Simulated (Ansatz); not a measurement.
The parent structure is PbSe in the rock salt structure (space group Fm-3m, No. 225; a = 6.102 Å).

The change: hydrostatic tension (pressure −2 GPa).

Level of theory: PBEsol (Ansatz, a quantum-chemistry and plane-wave program; PAW; 420 eV plane waves; no spin-orbit coupling).

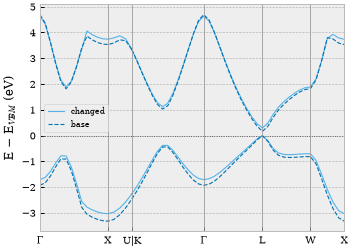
Figure: Highest valence and lowest conduction band along the path, each from its own valence-band maximum

The gap is 0.30 eV, direct at L; the base has 0.17 eV.

With Pb present, leaving out spin-orbit coupling can change the band edges. Load acts through the strain it causes; cell and atoms are relaxed under it. No phonon test of stability was made. A zero or small gap of PbSe can be the functional's error rather than a property of the material.
